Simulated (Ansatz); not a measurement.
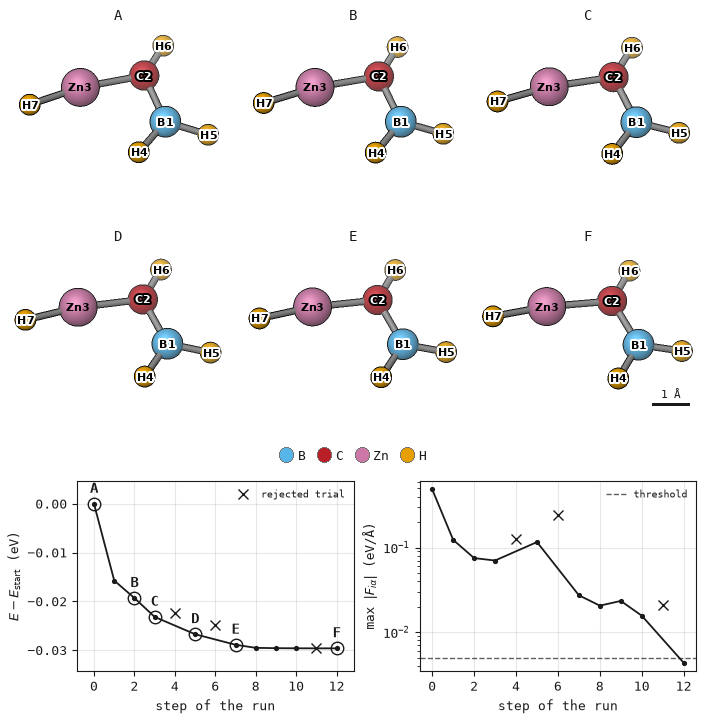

Frames of a relaxation of CH$_{4}$BZn (charge −1), marked on the history of the run. The picture is a ball-and-stick view, seen at a tilt.

It is one of the separated reactants of a reaction.

These are results of RKS PBE0-D4/def2-TZVPD in Ansatz 0.2.0, not measurements. Settings: force threshold 0.005 eV/Å; at most 200 steps.

Q: What happens along the run?

A: H7 moves most after the best rigid fit: 0.33 Å. By element the largest moves are H 0.33 Å, C 0.16 Å, Zn 0.11 Å, B 0.10 Å. Among the contacts that change: B1–H4 1.255 → 1.230 Å, B1–H5 1.244 → 1.227 Å, C2–H6 1.102 → 1.090 Å, B1–C2 1.478 → 1.468 Å. Among the angles between lasting bonds that change: B1–C2–Zn3 97.2° → 109.9°, Zn3–C2–H6 135.6° → 127.5°, B1–C2–H6 127.2° → 122.6°. After 9 accepted moves (12 points after the start) the energy has fallen by 0.030 eV. Largest force component: 0.49 eV/Å at the start, 0.0044 eV/Å at the end. The line search rejected the trial steps at points 4, 6, 11 of the run. From step 0 to 2: H7 moves most (0.06 Å), energy −0.019 eV. From step 2 to 3: H4 moves most (0.06 Å), energy −0.004 eV. From step 3 to 5: H7 moves most (0.09 Å), energy −0.004 eV. From step 5 to 7: H7 moves most (0.05 Å), energy −0.002 eV. From step 7 to 12: H7 moves most (0.07 Å), energy −0.001 eV.

```json
{"step": "0", "E − E(0), eV": "0.0000", "largest force component, eV/Å": "0.4859", "note": ""}
{"step": "1", "E − E(0), eV": "-0.0157", "largest force component, eV/Å": "0.1232", "note": ""}
{"step": "2", "E − E(0), eV": "-0.0193", "largest force component, eV/Å": "0.0750", "note": ""}
{"step": "3", "E − E(0), eV": "-0.0232", "largest force component, eV/Å": "0.0703", "note": ""}
{"step": "4", "E − E(0), eV": "-0.0224", "largest force component, eV/Å": "0.1272", "note": "rejected"}
{"step": "5", "E − E(0), eV": "-0.0267", "largest force component, eV/Å": "0.1161", "note": ""}
{"step": "6", "E − E(0), eV": "-0.0248", "largest force component, eV/Å": "0.2391", "note": "rejected"}
{"step": "7", "E − E(0), eV": "-0.0289", "largest force component, eV/Å": "0.0273", "note": ""}
{"step": "8", "E − E(0), eV": "-0.0295", "largest force component, eV/Å": "0.0206", "note": ""}
{"step": "9", "E − E(0), eV": "-0.0296", "largest force component, eV/Å": "0.0234", "note": ""}
{"step": "10", "E − E(0), eV": "-0.0296", "largest force component, eV/Å": "0.0157", "note": ""}
{"step": "11", "E − E(0), eV": "-0.0296", "largest force component, eV/Å": "0.0210", "note": "rejected"}
{"step": "12", "E − E(0), eV": "-0.0296", "largest force component, eV/Å": "0.0044", "note": ""}
```
